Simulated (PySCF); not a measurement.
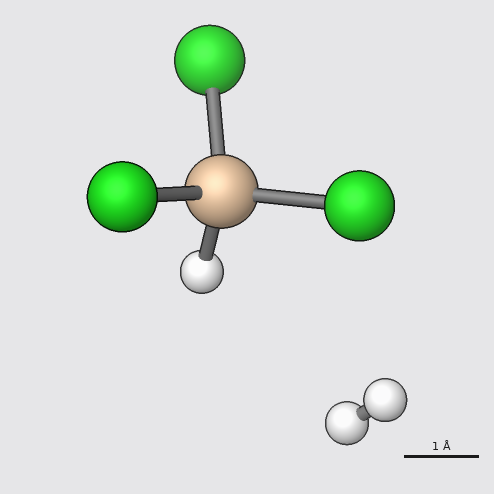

Ball-and-stick drawing of a structure. Every bond is drawn as one stick, whatever its order. Colours: silicon light orange, chlorine green, hydrogen white.

Computed geometry: PBE0-D4/def2-TZVP optimisation. No frequency run is at hand to confirm it as a minimum.

**Which formula does it have?**

Cl₃H₃Si, 7 atoms: 3 chlorine, 3 hydrogen and 1 silicon. Judged by distances it falls into 2 fragments: Cl3HSi, H2.

**Count the bonded pairs by element.**

3 Cl–Si, 1 Si–H, 1 H–H. Sticks follow a distance rule.
